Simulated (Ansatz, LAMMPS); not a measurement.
# Relaxing glassy CaAl2Si2O8 (130 atoms), part 3 of 3

How does glassy CaAl2Si2O8 (130 atoms) relax, and what do bonds, charges and levels look like afterwards?

Ansatz 0.2.0; Kohn-Sham DFT, RPBE, PAW (set soft_2), plane waves.

The cell: 20 Al, 10 Ca, 80 O and 20 Si. The quench rate of 10 K/ps far exceeds what a furnace or splat quench reaches. The starting topology of bonds comes from the classical model. Sampling is at Γ alone, for a cell whose shortest periodic width is 12 Å.

So far, density (g/cm³): step 5 (distances and neighbours after relaxation) 2.57.

**6. Single point at the relaxed geometry**

One more single point at the end of the walk gives the fuller output and checks the residual forces.

File input.yaml:

```yaml
crystal:
  lattice:
    - [12.09118, -0.23528, 0.07922]
    - [-0.23528, 12.44477, -0.12886]
    - [0.07922, -0.12886, 11.95756]
  atoms:
    - { symbol: Al, position: [0.08142, 0.2696, 0.33636] }
    - { symbol: Al, position: [0.7584, 0.69539, 0.05089] }
    - { symbol: Al, position: [0.15458, 0.18568, 0.028] }
    - { symbol: Al, position: [0.2886, 0.4469, 0.68468] }
    - { symbol: Al, position: [0.35739, 0.12799, 0.16828] }
    - { symbol: Al, position: [0.84252, 0.92198, 0.6628] }
    - { symbol: Al, position: [0.39331, 0.2387, 0.75157] }
    - { symbol: Al, position: [0.68802, 0.75932, 0.78688] }
    - { symbol: Al, position: [0.53565, 0.45682, 0.68034] }
    - { symbol: Al, position: [0.10417, 0.0499, 0.22514] }
    - { symbol: Al, position: [0.87615, 0.19743, 0.00337] }
    - { symbol: Al, position: [0.08954, 0.87021, 0.77386] }
    - { symbol: Al, position: [0.69328, 0.30736, 0.11961] }
    - { symbol: Al, position: [0.8978, 0.08643, 0.37087] }
    - { symbol: Al, position: [0.33678, 0.52779, 0.24069] }
    - { symbol: Al, position: [0.5212, 0.91644, 0.82763] }
    - { symbol: Al, position: [0.01739, 0.16186, 0.55439] }
    - { symbol: Al, position: [0.3054, 0.99493, 0.94727] }
    - { symbol: Al, position: [0.68971, 0.83277, 0.47576] }
    - { symbol: Al, position: [0.7157, 0.08074, 0.19585] }
    - { symbol: Ca, position: [0.29125, 0.7353, 0.08027] }
    - { symbol: Ca, position: [0.12161, 0.20248, 0.79217] }
    - { symbol: Ca, position: [0.87828, 0.46783, 0.18977] }
    - { symbol: Ca, position: [0.51683, 0.76775, 0.28166] }
    - { symbol: Ca, position: [0.33354, 0.799, 0.68032] }
    - { symbol: Ca, position: [0.29865, 0.44677, 0.93031] }
    - { symbol: Ca, position: [0.78277, 0.96147, 0.95296] }
    - { symbol: Ca, position: [0.00312, 0.80931, 0.50544] }
    - { symbol: Ca, position: [0.55726, 0.56141, 0.91953] }
    - { symbol: Ca, position: [0.94657, 0.45323, 0.47503] }
    - { symbol: O, position: [0.81937, 0.84585, 0.53842] }
    - { symbol: O, position: [0.40528, 0.02654, 0.06266] }
    [... 92 atom lines left out ...]
    - { symbol: Si, position: [0.94418, 0.53209, 0.94791] }
    - { symbol: Si, position: [0.29584, 0.98607, 0.37025] }
    - { symbol: Si, position: [0.0287, 0.72854, 0.24675] }
    - { symbol: Si, position: [0.5896, 0.54171, 0.20232] }
    - { symbol: Si, position: [0.12358, 0.41829, 0.11744] }
    - { symbol: Si, position: [0.26103, 0.74756, 0.38219] }
kpoints:
  mp_grid: { grid: [1, 1, 1] }
hamiltonian:
  xc: rpbe
scf:
  occupations: { method: fixed }
output:
  forces: true
  stress: true
  populations: intrinsic
  dos:
    method: { smearing: { sigma: 0.1 } }
    de: 0.1
    projected: { site_lists: { Al: [Al], Ca: [Ca], O: [O], Si: [Si] } }
  eigenvalues: true
  write_density: true
  write_potential: true
  volumetric_format: npy
  elf: true
```

Run with:

```sh
$ ansatz run input.yaml --threads 4 --pin off --max-ram 8192MiB --backend cpu --events-out ev --progress --plain --runs-dir out
```

Numbers of over 12 decimals in the logs are rounded to 6 here.

Log:

```text
[...]
Crystal: 130 atoms, lattice volume = 1798.341 Å³
Basis set: ecut = 420 eV, 35125 PW (Γ), exchange–correlation on 162×180×160 points (8 copies of the dense FFT grid, shifted against one another)
Bands: 490, of which v1, the nominal top of the filled ones, is band 360 counted from 1 (359 counted from 0)
Symmetry: 1 space group operations
[...]
k-points: 1
[...]
SCF iter   1: F=—  HF=-87504.546767 eV  |F-HF|=—  |Δ(HF+E_count)|=         —  Δρ=4.09e-3  dr2=3.43e-1  ethr=1.77e-3  ⟨swp⟩=7.0  Hψ=2097  notcnv=0  defer=127
[...]
SCF iter  10: F=-87504.473290 eV  HF=-87504.473290 eV  |F-HF|=8.29e-10  |Δ(HF+E_count)|=   1.09e-8  Δρ=1.05e-6  dr2=1.47e-8  ethr=1.39e-11  ⟨swp⟩=8.0  Hψ=2720  notcnv=0
SCF 1 converged in 10 iterations: F = -87504.473290 eV  dr2 = 1.47e-8
[...]
SCF converged after 10 iterations
Free energy (F): -87504.473290 eV
[...]
Internal energy: -87504.473290 eV  (E = F + TS)
E sigma→0 (E₀):  -87504.473290 eV
Fermi energy:    3.776193 eV
[...]
--- Forces (eV/Å), atoms counted from 1 ---
  atom   1  Al     0.00069105     0.00178006    -0.00007650
  atom   2  Al    -0.00047398    -0.00452639    -0.00442395
  atom   3  Al     0.00359568    -0.00215509     0.00384205
  atom   4  Al    -0.00492747    -0.00386488     0.00512258
  atom   5  Al    -0.00277545     0.00155121     0.00044845
  atom   6  Al     0.00025541     0.00119192     0.00574922
  atom   7  Al    -0.00794932    -0.00735869    -0.00215999
  atom   8  Al    -0.00300262     0.00447441     0.00066155
  atom   9  Al    -0.00217022    -0.00329725    -0.00074670
  atom  10  Al     0.00394838    -0.00186347    -0.00261656
  atom  11  Al     0.00272543    -0.00028637    -0.00201922
  atom  12  Al     0.00385169     0.00075101    -0.00397279
  atom  13  Al    -0.00184763    -0.00153998    -0.00114509
  atom  14  Al     0.00135254     0.00336053     0.00041863
[...]
atom 129  Si     0.00256272     0.00175815    -0.00190376
  atom 130  Si     0.00604489    -0.00149314    -0.00081834
  max |Σ_I F_I| component: 2.44e-4 eV/Å
--- Stress (GPa, compression-positive) ---
       -0.001694      -0.017595       0.010122
       -0.017598       0.032516      -0.013207
        0.010139      -0.013198      -0.004721
  P = ⅓ Tr σ = 0.0087 GPa (0.087 kbar)
--- Band table (eV) ---
[...]
--- intrinsic populations: 130 sites ---
  site symbol       q [e]
     0     Al      1.6832
     1     Al      1.6971
     2     Al      1.7203
[...]
129     Si      2.3737
  spilling = 0.000000 (of n_electrons = 720.000000)
```

Run time: 88 s. Hardware: 4 threads of Arm Neoverse N1, shared host; peak memory 2.6 GiB.

Read from the output:

| Quantity | Value |
| --- | --- |
| free energy | -87504.4733 eV |
| free energy per atom | -673.1113 eV/atom |
| SCF cycles | 10 |
| pressure | 0.008701 GPa |
| r.m.s. force component | 0.00285 eV/Å |
| longest force | 0.01144 eV/Å |
| Fermi energy | 3.776 eV |
| gap (highest filled to lowest empty level) | 3.897 eV |

Intrinsic-atomic-orbital charges by element and coordination:

```csv
element,coordination,atoms,mean charge (e),spread,least,most
Al,all,20,1.32,0.0311,1.28,1.41
Ca,all,10,1.82,0.0163,1.79,1.85
Ca,4,2,1.82,0.0025,1.82,1.82
Ca,5,5,1.82,0.0176,1.79,1.85
Ca,7,3,1.80,0.0081,1.79,1.81
O,all,80,-0.981,0.0863,-1.25,-0.831
O,2,29,-0.933,0.0563,-1.12,-0.875
O,3,48,-1.00,0.089,-1.25,-0.831
O,4,3,-1.08,0.0426,-1.13,-1.02
Si,all,20,1.69,0.0397,1.63,1.76
```

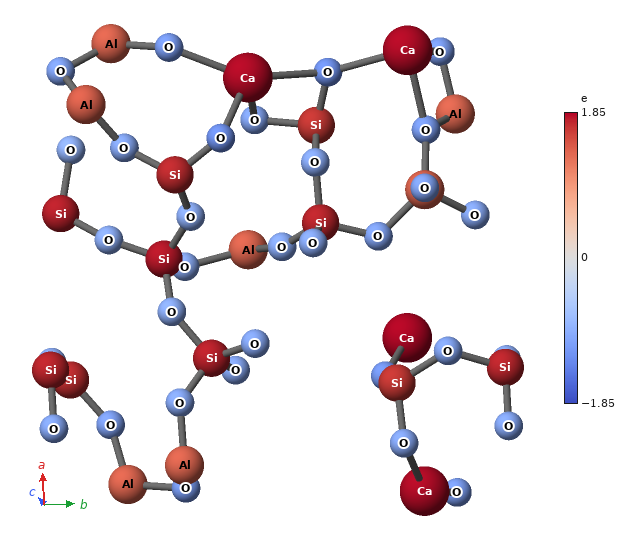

Atoms coloured by intrinsic-atomic-orbital charge. Drawn is a slice 4 Å thick, seen along the normal of the ab plane.

States in the cell by windows of 1 eV, zero at the Fermi level; the larger projections on atomic orbitals stand beside the total:

```csv
from (eV),to (eV),total,O p
-10,-9,1.9,1.3
-9,-8,9.8,6.5
-8,-7,15.2,10.4
-7,-6,22.0,16.1
-6,-5,42.8,32.8
-5,-4,50.7,40.2
-4,-3,74.5,62.9
-3,-2,91.1,82.7
-2,-1,105.9,99.9
-1,0,65.0,62.3
0,1,1.2,1.1
1,3,0.0,0.0
3,4,1.8,0.0
4,5,2.1,0.1
```

With fixed occupations the program's Fermi level is the highest filled level; weight inside the gap is the broadening of levels at its edges.

Between -26 and -10 eV lie 220 more states.

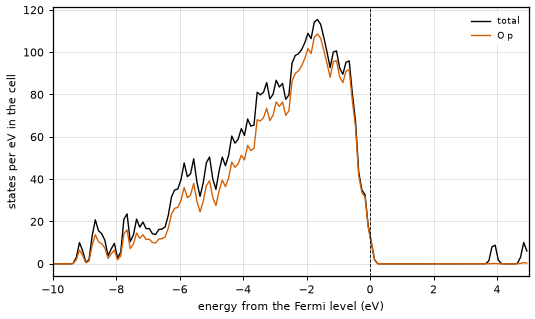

Total and projected density of states, with the broadening of the input.

The levels nearest the highest filled one (over half full), pooled over k-points and spins:

```csv
level less the highest filled one (eV),occupation
-0.381,2
-0.271,2
-0.209,2
-0.195,2
-0.136,2
0,2
3.90,0
4.86,0
5.21,0
5.22,0
5.25,0
5.39,0
```

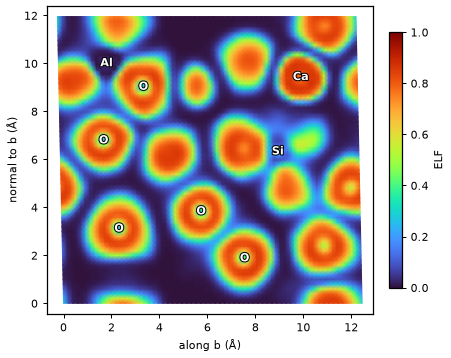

ELF in the bc plane at fractional x = 0.016, with atoms of Al and Ca and O and Si within 0.2 Å of it. It is the smooth field of the valence electrons, not physical close to the nuclei. The map starts off the cell's origin, so that atoms lie inside it.

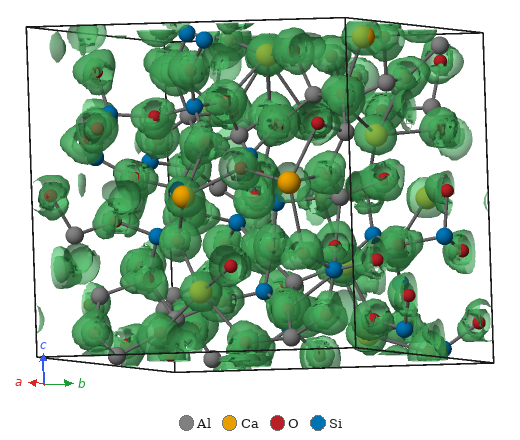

Surface of ELF = 0.8.

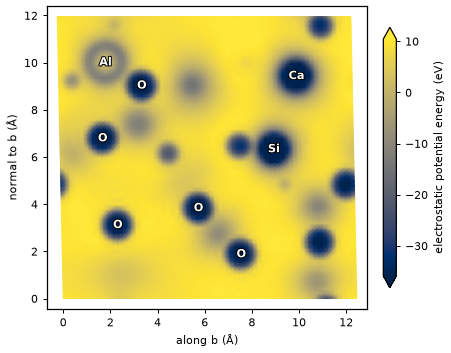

Electrostatic potential energy in the bc plane at fractional x = 0.016, with atoms of Al and Ca and O and Si within 0.2 Å of it. With pseudopotentials it is smooth inside the atoms' cores, unlike the true potential. The map starts off the cell's origin, so that atoms lie inside it.

Mean intrinsic-atomic-orbital charges: Al +1.32, Ca +1.82, O -0.98, Si +1.69 e.

Local excerpt of 10 atoms (numbers count through the whole input) about O48, which has 4 bonded neighbours where the commonest count for O is 3; x, y, z are measured from there.

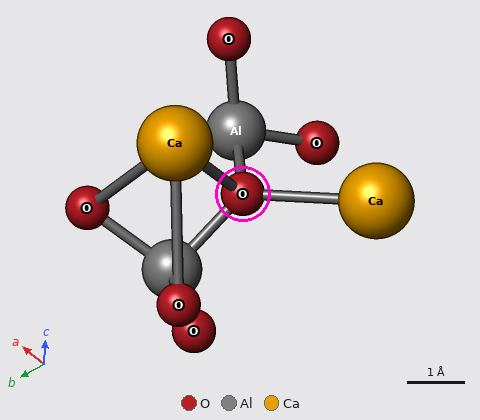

The atoms of the table, within 2.9 Å (arrows a, b, c point along x, y, z); some may hide others; the central atom is ringed.

```csv
atom,x,y,z,distance (Å),bonds,intrinsic-atomic-orbital charge (e)
O48,0.00,0.00,0.00,0.00,4,-1.13
Al7,1.43,-1.11,-0.18,1.82,4,1.34
Al4,0.11,1.52,-1.01,1.83,4,1.29
Ca22,-1.84,-1.50,0.29,2.39,5,1.85
Ca26,0.25,1.48,1.93,2.44,7,1.79
O83,1.65,2.19,-0.25,2.75,4,-1.07
O106,-1.17,2.52,-0.33,2.80,3,-0.96
O73,0.87,-2.56,-0.93,2.86,2,-0.93
O37,2.07,-1.42,1.39,2.87,2,-0.93
O56,-0.04,1.05,-2.68,2.88,2,-0.93
```

The column of bonds counts only the pairs O-Al within 2.43 Å, O-Si within 2.12 Å, O-Ca within 2.93 Å; other neighbours, such as metal atoms beside each other in a compound, aren't counted, and periodic images can show an atom twice.

**7. Changed: scf.algorithm = "direct_min"**

Changed here: scf.algorithm = "direct_min".

File input.yaml:

```yaml
crystal:
  lattice:
    - [11.9487, 0.0, 0.0]
    - [0.0, 11.9487, 0.0]
    - [0.0, 0.0, 11.9487]
  atoms:
    [... the 130 atom lines of step 3 ...]
kpoints:
  mp_grid: { grid: [1, 1, 1] }
hamiltonian:
  xc: rpbe
scf:
  occupations: { method: fixed }
  algorithm: direct_min
output:
  forces: true
  stress: true
  populations: true
  dos:
    method: { smearing: { sigma: 0.15 } }
    de: 0.1
    projected: { site_lists: { Al: [Al], Ca: [Ca], O: [O], Si: [Si] } }
  eigenvalues: true
```

Log:

```text
[...]
davidson cushion auto → on  (no smearing: the cushion is to keep the highest requested band from converging to the state above it; pin scf.eigensolver.cushion to override)
Crystal: 130 atoms, lattice volume = 1705.933 Å³
Basis set: ecut = 420 eV, 33371 PW (Γ), exchange–correlation on 160×160×160 points (8 copies of the dense FFT grid, shifted against one another)
Bands: 490, of which v1, the nominal top of the filled ones, is band 360 counted from 1 (359 counted from 0)
Symmetry: 1 space group operations
[...]
k-points: 1
[...]
SCF iter   1: F=—  HF=-87492.318296 eV  |F-HF|=—  |Δ(HF+E_count)|=         —  Δρ=4.45e-3  dr2=3.88e-1  ethr=1.77e-3  ⟨swp⟩=10.0  Hψ=3055  notcnv=0
[...]
SCF iter   8: F=-87492.285531 eV  HF=-87492.285531 eV  |F-HF|=9.42e-9  |Δ(HF+E_count)|=   4.64e-8  Δρ=7.67e-7  dr2=1.05e-8  ethr=2.16e-11  ⟨swp⟩=4.0  Hψ=1248  notcnv=0
SCF 1 converged in 8 iterations: F = -87492.285531 eV  dr2 = 1.05e-8
  Residual-converged pass: ⟨swp⟩=2.0  Hψ=943  notcnv=0  max |occ|·‖R‖ = 4.6e-6 eV (tolerance 6.7e-6 eV)  dr2=1.13e-8  dr2_onsite=5.44e-10  max |Δocc| = 0.0e0
[...]
SCF converged after 8 iterations
Stability not checked: this state was not tested for a lower state beside it, because a direct minimisation reached the state, and no test of it is asked (direct_minimisation; see scf.lower_state_search)
Free energy (F): -87492.285531 eV
[...]
Internal energy: -87492.285531 eV  (E = F + TS)
E sigma→0 (E₀):  -87492.285531 eV
Fermi energy:    4.600393 eV
[...]
--- Forces (eV/Å), atoms counted from 1 ---
  atom   1  Al    -1.42584914     0.42353641     0.75585932
  atom   2  Al    -1.20422794     0.78398982     0.69130060
  atom   3  Al    -1.91885317    -2.42752569     1.25681780
  atom   4  Al     1.07113571    -0.87249868    -2.26554447
  atom   5  Al    -1.11412077    -1.94823932     1.25961221
  atom   6  Al    -0.54503240     0.36898968    -0.89613017
  atom   7  Al     0.69482256     1.94552215     0.94490155
  atom   8  Al    -0.13686273     1.63244255    -1.83918573
  atom   9  Al     0.84596234     0.23485288    -0.59755908
  atom  10  Al     0.48494055    -1.41939389    -0.93465402
  atom  11  Al     1.00608777     3.02285857    -1.16390273
  atom  12  Al    -0.20808264     0.36605203     1.39397512
  atom  13  Al    -0.41661450     0.85937215    -0.74207466
  atom  14  Al    -0.39482897     1.07962201     0.50423396
[...]
atom 129  Si     0.27412236    -1.72606835    -1.51305037
  atom 130  Si    -1.58903835     2.28767864    -1.68792258
  max |Σ_I F_I| component: 5.25e-5 eV/Å
--- Stress (GPa, compression-positive) ---
        8.186712      -1.252813       0.155604
       -1.252811       8.837604       0.249935
        0.155605       0.249932       8.368643
  P = ⅓ Tr σ = 8.4643 GPa (84.643 kbar)
--- Band table (eV) ---
[...]
--- Löwdin populations: 130 sites ---
  site symbol       q [e]
     0     Al      1.6672
     1     Al      1.6865
     2     Al      1.7305
[...]
129     Si      2.3252
  spilling = 0.012079 (of n_electrons = 720.000000)
```

It took 5.3 min on 4 threads; peak memory 3.1 GiB.

Geometry and reference: those of the single point at the start.

Forces differ from those of the single point at the start by 0.012 meV/Å r.m.s., 9.0e-4 % of their size. It took 4.1 times the reference's time, which goes against the count of work (plane waves, k-points, bands and cycles) (shared host, so rough).

**8. Results**

```yaml
energy_change_in_the_relaxation: -93.75 meV/atom
r_m_s_displacement: 0.246 Å
largest_displacement: 0.551 Å
free_energy_per_atom: -673.1113 eV/atom
pressure: 0.008701 GPa
r_m_s_force_component: 0.00285 eV/Å
spacing_of_highest_filled_and_lowest_empty_level: 3.897 eV
wall_time_of_the_4_dft_runs: 22 min
```

**Reading.** Relaxation lowers the energy by 93.8 meV/atom and moves atoms by 0.25 Å r.m.s.; the r.m.s. force component goes from 1.3 to 0.0029 eV/Å, the pressure goes from 8.5 to 0.0087 GPa, and the gap from 3.27 to 3.90 eV. Displacements are taken in the final cell, so they leave out its strain. By the final cutoffs 6 of 213 bonded pairs parted and 7 joined. The cell grew by 5.4 % in volume. First to last step the energy falls by 12.188 eV, across changes of basis; the largest move, 0.55 Å, is that of Ca30, with 1 other atom within 2 % of it. The O-Al bonds go from 1.760 Å (spread 0.080) to 1.794 Å (spread 0.061). With the cutoffs above, all Al atoms have 4, 50 % of Ca atoms have 5, 60 % of O atoms have 3 and all Si atoms have 4 bonded neighbours. 82 % of the oxygens bridge two formers (Si and Al) and 9 % are non-bridging; 9 % join three. Between filled and empty levels lie 3.90 eV (at Γ alone); a semilocal functional tends to put such gaps too low. In a disordered cell it changes from sample to sample, and tail or defect levels can set it.

Caveats: The starting topology of bonds comes from the classical model; in DFT 6 of its 213 bonded pairs passed out of the cutoffs and 7 came within them.

Calculation beside experiment:

```csv
quantity,measured,this cell,difference,method of the measurement
nearest Si–O distance,1.6 Å,1.65 Å,+3.3 %,"high-energy XRD, PDF Gaussian fit"
number of O about Si,3.85,4,+3.9 %,"high-energy XRD, PDF Gaussian fit"
nearest Al–O distance,1.75 Å,1.79 Å,+2.3 %,"high-energy XRD, PDF Gaussian fit"
number of O about Al,4,4,+0.0 %,"high-energy XRD, PDF Gaussian fit"
nearest Ca–O distance,2.36 Å,2.36 Å,+0.0 %,"high-energy XRD, Gaussian fit to PDF"
number of O about Ca,5.2,5.4,+3.8 %,"high-energy XRD, Gaussian fit to PDF"
```

The cell differs from the measured distances by up to 3.3 % and neighbour counts by up to 3.9 %. Distances of this cell are positions of the first main peak of g(r), or bond means where the peak is narrow; means over all bonds within a cutoff lie farther out for broad shells. The network comes from the model that made the cell; in DFT 6 of its 213 bonded pairs passed out of the cutoffs and 7 came within them. Our coordination numbers hang on a cutoff, and experiments count neighbours in their own ways.

[Logs are printed without paths, hosts, clocks, repeated set-up lines and the standing remarks that a program may print on its own settings, such as how far it seeks lower states.]

[Hosts, paths, dates, database ids (printed as entryN), source tags and the programs' standing remarks are cut or masked in the printed files.]
